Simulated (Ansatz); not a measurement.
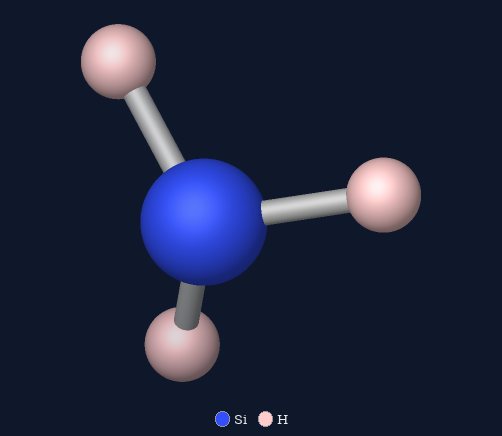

A ball-and-stick model of a molecule.

Charge 0, doublet.

> What is the molecular formula?

SiH3, 4 atoms: 1 silicon and 3 hydrogen.

> What is the point group of this geometry?

C3v.

> How many atoms are distinct by symmetry?

2: 1 Si, 3 H.

The parts below concern this one geometry. Atoms keep their numbers from picture to picture. The computed structure is the end point of a PBE0-D4/def2-TZVP optimisation.

### Shape

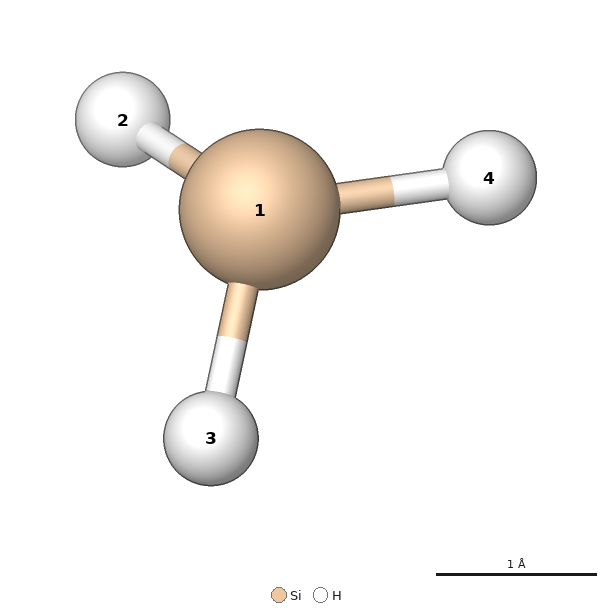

What are the angles H2–Si1–H3?

```tsv
angle	degrees
H2–Si1–H3	111.2
```

### Vibrations

Harmonic vibrations computed with UKS PBE0-D4/def2-TZVP (Ansatz 0.2.0) at a stationary point of the same level.

> List the wavenumbers.

6 modes: 747, 927, 927, 2203, 2242, 2242 cm⁻¹.

### Electronic properties

Properties computed with UKS PBE0-D4/def2-TZVP (Ansatz 0.2.0).

> What is the ⟨S²⟩ of the determinant?

0.753.

> Estimate the dipole moment.

0.03 D.

### Charges

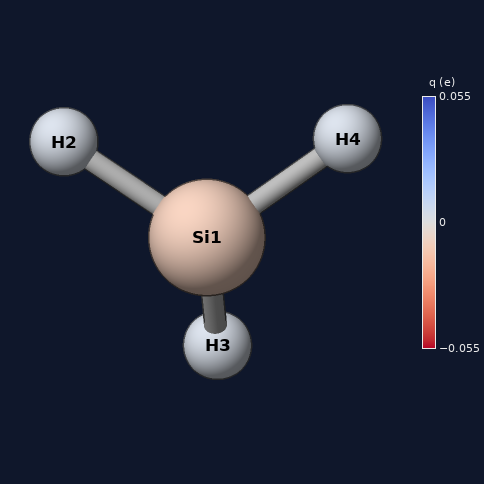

Atoms are coloured by their Mulliken charges. Level of theory: UKS PBE0-D4/def2-TZVP (Ansatz 0.2.0).

List the Mulliken charges.

| atom | value (e) |
| --- | --- |
| Si1 | −0.01 |
| H2 | 0.00 |
| H3 | 0.00 |
| H4 | 0.00 |

Mulliken values depend strongly on the basis set and can even reverse the polarity of a bond.
